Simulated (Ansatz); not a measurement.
# Ni wire along [110], 23 atoms a period: bands along the axis

Wanted: the relaxed geometry and the bands of the Ni wire along [110], 23 atoms a period.

Calculated with Ansatz 0.2.0; DFT PBE, plane waves, PAW; relaxation of a wire's period; PAW set soft_1, in the first sound run; inputs show where later runs differ.

### Step 1. The starting structure

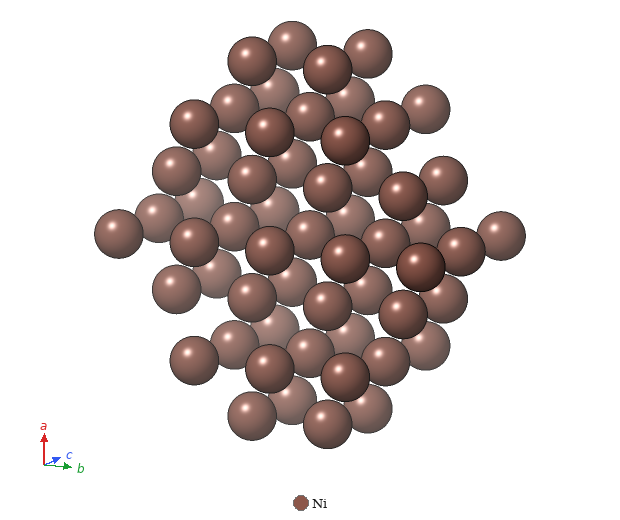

The cell as given, at a slant to the c axis (nickel brown). 1×1×2 cells are drawn. Some periodic images of atoms are drawn too.

The cell holds 23 atoms: 23 Ni. Its edges and angles: a = 17.360 Å, b = 16.756 Å, c = 2.489 Å, α = 90.0°, β = 90.0°, γ = 90.0°. Vacuum lies along a and b. The structure's axis is c.

### Step 2. Relaxing the period

Band widths follow the bond lengths, so the wire is relaxed first. The atoms and the third cell vector are free; the box across stays fixed as vacuum. Moments are seeded so that a magnetic state can form if it lies lower. A Fermi-Dirac smearing is set since the result may be a metal. The pressure printed is a third of the stress's trace over the whole box, vacuum included; only the stress along the axis is relaxed.

File input.yaml:

```yaml
crystal:
  lattice:
    - [17.36, 0.0, 0.0]
    - [0.0, 16.756, 0.0]
    - [0.0, 0.0, 2.4890158698]
  atoms:
    - { symbol: Ni, position: [0.297235023, 0.648546647, 0.0], spin: 0.8 }
    - { symbol: Ni, position: [0.297235023, 0.500001894, 0.0], spin: 0.8 }
    - { symbol: Ni, position: [0.5, 0.648546647, 0.0], spin: 0.8 }
    - { symbol: Ni, position: [0.5, 0.500001894, 0.0], spin: 0.8 }
    - { symbol: Ni, position: [0.5, 0.797091399, 0.0], spin: 0.8 }
    - { symbol: Ni, position: [0.702764977, 0.648546647, 0.0], spin: 0.8 }
    - { symbol: Ni, position: [0.702764977, 0.500001894, 0.0], spin: 0.8 }
    - { symbol: Ni, position: [0.195852535, 0.425729518, 0.5], spin: 0.8 }
    - { symbol: Ni, position: [0.195852535, 0.57427427, 0.5], spin: 0.8 }
    - { symbol: Ni, position: [0.398617512, 0.277184766, 0.5], spin: 0.8 }
    - { symbol: Ni, position: [0.398617512, 0.425729518, 0.5], spin: 0.8 }
    - { symbol: Ni, position: [0.398617512, 0.57427427, 0.5], spin: 0.8 }
    - { symbol: Ni, position: [0.398617512, 0.722819023, 0.5], spin: 0.8 }
    - { symbol: Ni, position: [0.601382488, 0.277184766, 0.5], spin: 0.8 }
    - { symbol: Ni, position: [0.601382488, 0.425729518, 0.5], spin: 0.8 }
    - { symbol: Ni, position: [0.601382488, 0.57427427, 0.5], spin: 0.8 }
    - { symbol: Ni, position: [0.601382488, 0.722819023, 0.5], spin: 0.8 }
    - { symbol: Ni, position: [0.804147465, 0.425729518, 0.5], spin: 0.8 }
    - { symbol: Ni, position: [0.804147465, 0.57427427, 0.5], spin: 0.8 }
    - { symbol: Ni, position: [0.297235023, 0.351457142, 0.0], spin: 0.8 }
    - { symbol: Ni, position: [0.5, 0.351457142, 0.0], spin: 0.8 }
    - { symbol: Ni, position: [0.5, 0.20291239, 0.0], spin: 0.8 }
    - { symbol: Ni, position: [0.702764977, 0.351457142, 0.0], spin: 0.8 }
magnetization:
  spin_polarized: true
kpoints:
  mp_grid: { grid: [1, 1, 33] }
scf:
  occupations: { method: fermi_dirac, width: 0.05 }
hamiltonian:
  xc: pbe
  pseudopotentials: { kind: paw, azcp: { folder: soft_1 } }
relax:
  cell: { fix: [a, b, alpha, beta, gamma] }
  max_steps: 45
  f_tol: 0.03
```

The run is started by

```
> ansatz run input.yaml --threads 16 --pin off --max-ram 61440MiB --backend cuda --events-out ev --progress --plain --runs-dir out --max-vram 78GiB
```

Numbers of over 12 decimals in the logs are rounded to 6 here.

Log:

```text
Engine: ansatz 0.2.0, aarch64-unknown-linux-gnu
Pseudopotentials: kind: paw
Pseudopotential: Ni, paw, valence charge 18, recommended cutoff 420 eV (normal), soft_1/Ni.paw.azcp
Functional definition: PBE
  parameter kappa = 0.804
  parameter beta = 0.066725
  exchange = pbe_x(kappa = kappa, mu = beta*pi^2/3)
  correlation = pbe_c(beta = beta)
concurrent solve slots: 12 of 16 are kept, ahead of what memory takes: no pass of the eigensolver takes more rounds on 12
[...]
Crystal: 23 atoms, lattice volume = 724.015 Å³
Basis set: ecut = 420 eV, 14141 PW (Γ), exchange–correlation on 240×240×36 points (8 copies of the dense FFT grid, shifted against one another)
Bands: 260, of which v1, the nominal top of the filled ones, is band 207 counted from 1 (206 counted from 0)
Symmetry: 8 space group operations
Space group: Pmmm (ITA 47), of the structure as read, at distance tolerance 9.0e-5 Å
Magnetic group: BNS 47.249 (UNI 347), of the structure as read, at distance tolerance 9.0e-5 Å
k-points: 17 of 33
Non-local potential: Ni, projectors of the file, l = 0: 3, l = 1: 2, l = 2: 3, l = 3: 1
PAW form: soft (Blöchl's): semilocal exchange-correlation on the pseudo side does not see the compensation charge
PAW one-centre angular grid: Ni, 590 points (default); XC on 64 Gauss nodes
Initial density: superposition of atomic densities (neutral atoms: chi_scale 0, normalization atom)
Starting moments: Σ|m| = 18.4 μB on 23 of 23 sites
Initial wavefunctions: pseudopotential atomic-orbital guess
[...]
Functional: x = pbe(κ = 0.804, μ = 0.219515), c = pbe(β = 0.066725)
SCF iter   1: F=—  HF=-134281.281951 eV  |F-HF|=—  |Δ(HF+E_count)|=         —  Δρ=2.34e-2 (↑1.48e-2 ↓2.34e-2)  dr2=3.17e1  dr2_m=1.22e0  M=18.619 μB ∫|m|=19.553 μB  β_m=0.30  ethr=3.10e-3  ⟨swp⟩=8.0  Hψ=40018  notcnv=0  defer=685
Mixer restart at iter 1: flushing history
preconditioner: auto → LDOS  [metal: Δε(μ)=0.001 eV  Ē_g=6.898 eV  σ=0.050 eV  W_gap=0.01  n_scr=140 (ndim 8)  ℏωp=20.9 eV  f_vac=0.563  D(μ)=50.11/eV (n_scr^D=570)]
spin=Collinear: LDOS preconditioning applied to the charge; magnetization (m = ρ↑ − ρ↓) channel mixes plain (no charge-response kernel on spin).
SCF iter   2: F=—  HF=-134285.062938 eV  |F-HF|=—  |Δ(HF+E_count)|=    3.78e0  Δρ=1.72e-2 (↑1.72e-2 ↓8.81e-3)  dr2=5.14e0  dr2_m=5.98e-1  M=18.275 μB ∫|m|=19.575 μB  β_m=0.35  ethr=3.10e-3  ⟨swp⟩=2.3  Hψ=14397  notcnv=0  defer=1083
[...]
SCF iter  18: F=-134301.288760 eV  HF=-134301.288760 eV  |F-HF|=8.95e-8  |Δ(HF+E_count)|=   7.22e-9  Δρ=2.63e-6 (↑1.16e-6 ↓2.63e-6)  dr2=9.25e-8  dr2_m=4.70e-9  M=16.044 μB ∫|m|=18.409 μB  ethr=5.87e-12  ⟨swp⟩=3.0  Hψ=32927  notcnv=0
SCF 1 converged in 18 iterations: F = -134301.288760 eV  dr2 = 9.25e-8
  greatest PAW one-centre occupation: 1.001 electrons in one spin orbital (limit 2), on the Ni atom at site 18 (counted from 0), in its partial waves of l = 1
relax step   1: F+E_penalty+E_count = -134301.28876023 eV  Δ(F+E_penalty+E_count) = +0.000e0 eV  max|allowed force component| = 7.349e-1 eV/Å  Δτ_max = 0.0000 Å  P = -2.503 GPa  Ω = 724.015 Å³  fix = [a, b, alpha, beta, gamma]  reactions: a -2.291, b -2.039 GPa  (18 SCF iters, dr2 threshold 1.00e-7 eV, accepted)
concurrent solve slots: 12 of 16 are kept, ahead of what memory takes: no pass of the eigensolver takes more rounds on 12
[...]
Crystal: 23 atoms, lattice volume = 717.190 Å³
Basis set: ecut = 420 eV, 13961 PW (Γ), exchange–correlation on 240×240×36 points (8 copies of the dense FFT grid, shifted against one another)
[...]
Starting moments: Σ|m| = 18.4 μB on 23 of 23 sites; this step starts from the density that it was given
[...]
iter 1 solved again at ethr=5.24e-5 eV; its pass at ethr=3.10e-3 eV (dr2=2.17e-1 eV) is discarded
SCF iter   1: F=—  HF=-134301.567768 eV  |F-HF|=—  |Δ(HF+E_count)|=         —  Δρ=3.00e-3 (↑2.36e-3 ↓3.00e-3)  dr2=2.23e-1  dr2_m=1.54e-2  M=15.974 μB ∫|m|=18.286 μB  β_m=0.30  ethr=5.24e-5  ⟨swp⟩=4.2  Hψ=43953  notcnv=0
preconditioner: auto → LDOS  [metal: Δε(μ)=0.004 eV  Ē_g=6.776 eV  σ=0.050 eV  W_gap=0.02  n_scr=140 (ndim 8)  ℏωp=21.0 eV  f_vac=0.585  D(μ)=42.73/eV (n_scr^D=444)]
[...]
SCF 2 converged in 11 iterations: F = -134301.555863 eV  dr2 = 1.18e-6
[...]
SCF 3 converged in 11 iterations: F = -134301.661184 eV  dr2 = 1.32e-6
[...]
SCF 4 converged in 11 iterations: F = -134301.663473 eV  dr2 = 3.34e-7
[...]
SCF 5 converged in 12 iterations: F = -134301.663968 eV  dr2 = 1.51e-8
[...]
SCF 6 converged in 12 iterations: F = -134301.659930 eV  dr2 = 5.76e-11
[...]
SCF converged after 12 iterations
[...]
k-point 16 ↓: bands = ["-99.5572", "-99.5572", "-99.5534", "-99.5209", "-99.5204", "-99.5179", "-99.5178", "-99.5119", "-99.5119", "-99.2691", "-99.2691", "-99.2691", "-99.2691", "-99.2558", "-99.2558", "-99.2557", "-99.2557", "-99.0974", "-99.0974", "-99.0523", "-99.0523", "-99.0451", "-99.0451", "-60.0859", "-60.0816", "-60.0678", "-60.0633", "-60.0551", "-60.0483", "-60.0319", "-60.0263", "-60.0227", "-59.9885", [...]
--- Relaxed structure (5 steps of the walk, 5 accepted, 1 SCFs on fresh bases) ---
  F+E_penalty+E_count = -134301.65992981 eV   max|allowed force component| = 1.576e-3 eV/Å   (the final SCF, on the basis selected at the relaxed cell)
  cell:  # Å, volume = 709.7776 Å³
    - [17.36, 0, 0]
    - [0, 16.756, 0]
    - [0, 0, 2.440070]
  atoms:
    - { symbol: Ni, position: [0.297987, 0.648582, 0] }
    - { symbol: Ni, position: [0.297959, 0.500000, 0] }
    - { symbol: Ni, position: [0.5, 0.648286, 0] }
    - { symbol: Ni, position: [0.5, 0.500000, 0] }
    - { symbol: Ni, position: [0.5, 0.789342, 0] }
    - { symbol: Ni, position: [0.702013, 0.648582, 0] }
    - { symbol: Ni, position: [0.702041, 0.500000, 0] }
    - { symbol: Ni, position: [0.201350, 0.426936, 0.5] }
    - { symbol: Ni, position: [0.201350, 0.573064, 0.5] }
    - { symbol: Ni, position: [0.397473, 0.278472, 0.5] }
    - { symbol: Ni, position: [0.398776, 0.425866, 0.5] }
    - { symbol: Ni, position: [0.398776, 0.574134, 0.5] }
    - { symbol: Ni, position: [0.397473, 0.721528, 0.5] }
    - { symbol: Ni, position: [0.602527, 0.278472, 0.5] }
    - { symbol: Ni, position: [0.601224, 0.425866, 0.5] }
    - { symbol: Ni, position: [0.601224, 0.574134, 0.5] }
    - { symbol: Ni, position: [0.602527, 0.721528, 0.5] }
    - { symbol: Ni, position: [0.798650, 0.426936, 0.5] }
    - { symbol: Ni, position: [0.798650, 0.573064, 0.5] }
    - { symbol: Ni, position: [0.297987, 0.351418, 0] }
    - { symbol: Ni, position: [0.5, 0.351714, 0] }
    - { symbol: Ni, position: [0.5, 0.210658, 0] }
    - { symbol: Ni, position: [0.702013, 0.351418, 0] }
```

It took 33 s on 1 × NVIDIA GB200 with 16 threads of Arm Neoverse V2, shared host; peak memory 1.4 GiB.

Step by step:

```csv
step,energy less that of the first step (eV),largest force component (eV/Å),pressure (GPa),volume (Å³)
1,0.0000,0.7349,-2.50,724.02
2,-0.2671,0.4310,-1.27,717.19
3,-0.3724,0.0742,0.24,708.65
4,-0.3747,0.0300,-0.09,710.00
5,-0.3752,0.0016,0.00,709.78
6,-0.3712,0.0016,0.00,709.78
```

The log counts 1 steps on a newly chosen plane-wave basis, not all of them marked here; energy and pressure can jump at such steps.

Forces are held to the 8 operations that the run works with; a distortion that breaks them can't arise in this run.

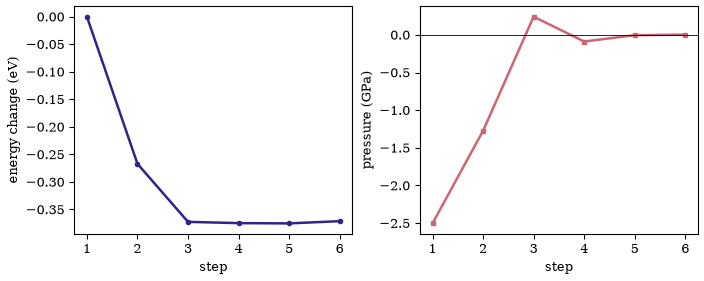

Energy and pressure along the relaxation.

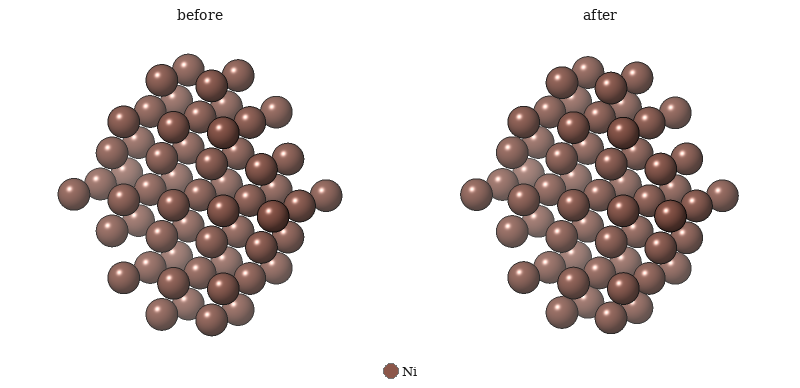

The structure before and after the relaxation, drawn at the same scale.

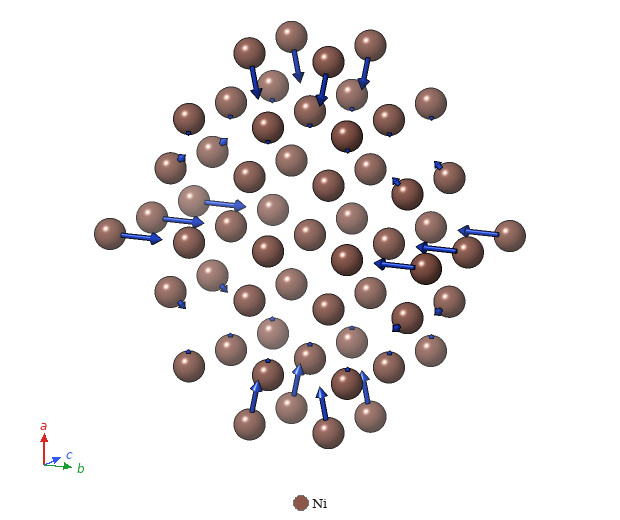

Displacements in the relaxation, exaggerated, measured against the changing cell; the longest in the cell stands for 0.13 Å. 1×1×2 cells are drawn. Some periodic images of atoms are drawn too.

```csv
cell as run,before,after,change
c (Å),2.489,2.440,-2.0 %
```

The atoms that moved most (Å, along periodic axes as changes of fractional coordinates times the final cell, across vacuum about the mean position):

```csv
atom,dx,dy,dz,length
Ni5,0.000,-0.130,0.000,0.130
Ni22,0.000,0.130,0.000,0.130
Ni18,-0.095,0.020,0.000,0.098
Ni8,0.095,0.020,0.000,0.098
Ni19,-0.095,-0.020,0.000,0.098
Ni9,0.095,-0.020,0.000,0.098
Ni17,0.020,-0.022,0.000,0.029
Ni13,-0.020,-0.022,0.000,0.029
```

Numbers from this step:

* energy at zero smearing: -134301.4881 eV
* total moment: 15.77 μB
* absolute moment: 18.04 μB
* cell length along the wire: 2.440 Å

Site moment by atom:

```csv
atom,site moment (μB)
Ni1,0.720
Ni2,0.709
Ni3,0.727
Ni4,0.677
Ni5,0.723
Ni6,0.720
Ni7,0.709
Ni8,0.754
Ni9,0.754
Ni10,0.728
Ni11,0.718
Ni12,0.718
Ni13,0.728
Ni14,0.728
Ni15,0.718
Ni16,0.718
Ni17,0.728
Ni18,0.754
Ni19,0.754
Ni20,0.720
Ni21,0.727
Ni22,0.723
Ni23,0.720
```

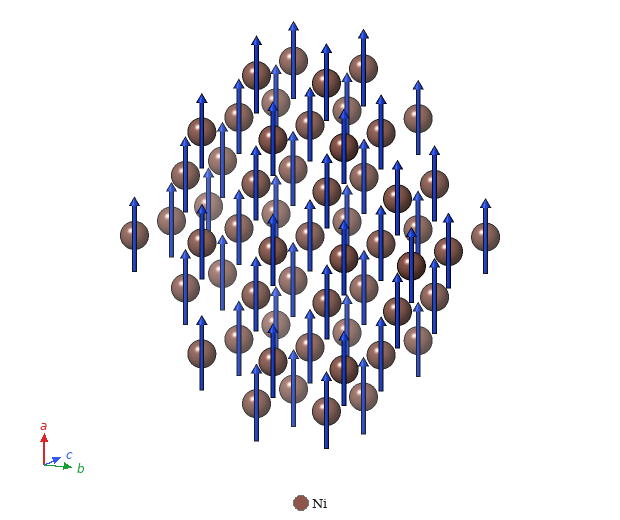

Site moment as arrows, the longest 0.754 μB. Up and down stand for the sign. Arrows give size and sign along the axis of quantisation, drawn up and down the page. 1×1×2 cells are drawn. Some periodic images of atoms are drawn too.

The cell's length comes to 2.440 Å with an absolute moment of 18.04 μB a cell.

### Step 3. The wire at its relaxed period

This step: DFT PBE, plane waves, PAW; bands of a perfect wire; PAW set soft_1 (Ansatz 0.2.0).

At the relaxed period the bands are computed along the axis; those that cross an energy going forward count the channels that a perfect wire would open there.

File input.yaml:

```yaml
crystal:
  lattice:
    - [17.36, 0.0, 0.0]
    - [0.0, 16.756, 0.0]
    - [0.0, 0.0, 2.4400697038]
  atoms:
    - { symbol: Ni, position: [0.297987193, 0.648581576, 0.0], spin: 0.72 }
    - { symbol: Ni, position: [0.297959182, 0.5, 0.0], spin: 0.71 }
    - { symbol: Ni, position: [0.5, 0.64828582, 0.0], spin: 0.73 }
    - { symbol: Ni, position: [0.5, 0.5, 0.0], spin: 0.68 }
    - { symbol: Ni, position: [0.5, 0.789342478, 0.0], spin: 0.72 }
    - { symbol: Ni, position: [0.702012807, 0.648581576, 0.0], spin: 0.72 }
    - { symbol: Ni, position: [0.702040818, 0.5, 0.0], spin: 0.71 }
    - { symbol: Ni, position: [0.201349827, 0.426935758, 0.5], spin: 0.75 }
    - { symbol: Ni, position: [0.201349827, 0.573064242, 0.5], spin: 0.75 }
    - { symbol: Ni, position: [0.397472565, 0.278471983, 0.5], spin: 0.73 }
    - { symbol: Ni, position: [0.398776328, 0.425865972, 0.5], spin: 0.72 }
    - { symbol: Ni, position: [0.398776328, 0.574134028, 0.5], spin: 0.72 }
    - { symbol: Ni, position: [0.397472565, 0.721528017, 0.5], spin: 0.73 }
    - { symbol: Ni, position: [0.602527435, 0.278471983, 0.5], spin: 0.73 }
    - { symbol: Ni, position: [0.601223672, 0.425865972, 0.5], spin: 0.72 }
    - { symbol: Ni, position: [0.601223672, 0.574134028, 0.5], spin: 0.72 }
    - { symbol: Ni, position: [0.602527435, 0.721528017, 0.5], spin: 0.73 }
    - { symbol: Ni, position: [0.798650173, 0.426935758, 0.5], spin: 0.75 }
    - { symbol: Ni, position: [0.798650173, 0.573064242, 0.5], spin: 0.75 }
    - { symbol: Ni, position: [0.297987193, 0.351418424, 0.0], spin: 0.72 }
    - { symbol: Ni, position: [0.5, 0.35171418, 0.0], spin: 0.73 }
    - { symbol: Ni, position: [0.5, 0.210657522, 0.0], spin: 0.72 }
    - { symbol: Ni, position: [0.702012807, 0.351418424, 0.0], spin: 0.72 }
magnetization:
  spin_polarized: true
kpoints:
  mp_grid: { grid: [1, 1, 33] }
  band_path: { path: ["Γ", Z], npoints: 90 }
scf:
  occupations: { method: fermi_dirac, width: 0.05 }
hamiltonian:
  xc: pbe
  pseudopotentials: { kind: paw, azcp: { folder: soft_1 } }
output:
  dos: { e_range: [-5, 4] }
  write_potential: true
  write_density: true
  volumetric_format: npy
```

Log:

```text
[...]
Crystal: 23 atoms, lattice volume = 709.778 Å³
Basis set: ecut = 420 eV, 13773 PW (Γ)
Bands: 259, of which v1, the nominal top of the filled ones, is band 207 counted from 1 (206 counted from 0)
Symmetry: 8 space group operations
[...]
k-points: 17 of 33
[...]
Starting moments: Σ|m| = 16.68 μB on 23 of 23 sites
[...]
SCF iter   1: F=—  HF=-134282.103675 eV  |F-HF|=—  |Δ(HF+E_count)|=         —  Δρ=3.51e-2 (↑2.05e-2 ↓3.51e-2)  dr2=3.24e1  dr2_m=3.71e0  M=19.319 μB ∫|m|=20.306 μB  β_m=0.30  ethr=3.10e-3  ⟨swp⟩=8.2  Hψ=41446  notcnv=0  defer=611
[...]
SCF iter   6: F=—  HF=-134301.640855 eV  |F-HF|=—  |Δ(HF+E_count)|=   4.18e-1  Δρ=5.28e-3 (↑2.32e-3 ↓5.28e-3)  dr2=2.35e-1  dr2_m=2.81e-2  M=15.838 μB ∫|m|=18.067 μB  β_m=0.81  ethr=4.77e-5  ⟨swp⟩=2.3  Hψ=16886  notcnv=0  defer=1104
[...]
SCF iter  14: F=—  HF=-134301.660042 eV  |F-HF|=—  |Δ(HF+E_count)|=   4.22e-7  Δρ=5.30e-6 (↑3.96e-6 ↓5.30e-6)  dr2=2.82e-7  dr2_m=3.82e-8  M=15.766 μB ∫|m|=18.014 μB  β_m=0.65  ethr=4.01e-10  ⟨swp⟩=2.0  Hψ=15713  notcnv=0  defer=1109
[...]
SCF iter  16: F=-134301.660042 eV  HF=-134301.660042 eV  |F-HF|=4.24e-8  |Δ(HF+E_count)|=   1.32e-8  Δρ=2.32e-6 (↑7.42e-7 ↓2.32e-6)  dr2=5.24e-8  dr2_m=6.44e-9  M=15.767 μB ∫|m|=18.014 μB  ethr=2.32e-11  ⟨swp⟩=12.8  Hψ=44630  notcnv=0
SCF 1 converged in 16 iterations: F = -134301.660042 eV  dr2 = 5.24e-8
[...]
SCF converged after 16 iterations
[...]
```

Elapsed: 18 s, on 1 × NVIDIA GB200 with 16 threads; peak memory 3.2 GiB; 3 min of CPU time.

This step gave:

```yaml
energy_at_zero_smearing: -134301.4883 eV
band_gap_on_the_path_through_both_edges: 0 eV
```

Between Γ and Z the bands cross the Fermi level 33 times, so a perfect wire would conduct at least 16.5 G₀, with an absolute moment of 18.04 μB a cell.

### Step 4. Outcome

```
cell length, PBE                                            : 2.440 Å
absolute moment, PBE                                        : 18.0 μB
ballistic conductance by band crossings, a lower bound, PBE : 16.5 G₀
```

What this shows: Under PBE the cell's length is 2.44 Å, the absolute moment is 18.04 μB a cell, and the bands cross the Fermi level 33 times between Γ and Z, which gives a perfect wire at least 16.5 G₀ (opposite crossings within one step of the path cancel in such a count). In the perfect wire the moments were started parallel, and no opposed start was run. No search over magnetic orders was made; another may lie lower.

[Logs are printed without paths, hosts, clocks, repeated set-up lines and the standing remarks that a program may print on its own settings, such as how far it seeks lower states.]

[Hosts, paths, dates, database ids (printed as entryN), source tags and the programs' standing remarks are cut or masked in the printed files.]
